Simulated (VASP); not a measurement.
Band structure of CsSnBr₃ (space group Pm-3m). All values below come from PBE GGA, VASP's PBE PAW potentials (set 64) (plane waves; VASP).

Unless said otherwise, spin-orbit coupling is left out, though it shifts the bands of the heavy elements here.

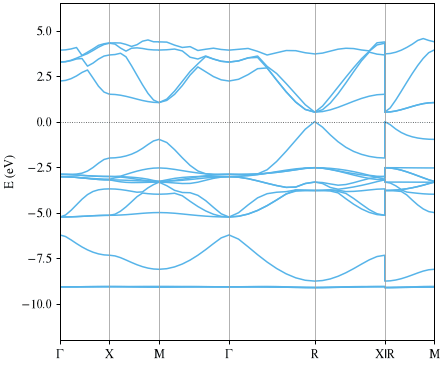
Figure: Bands along high-symmetry lines, zero at the valence-band maximum or, without a gap, the Fermi level

Question: Read the plot: is there a gap, and where are the band edges?

Answer: The gap is direct, 0.52 eV, from the valence maximum at R to the conduction minimum at R.

The structure comes from a computed database's CsSnBr3 entry (Pm-3m); how it stands against other phases isn't given here. The cell was not relaxed at this level.
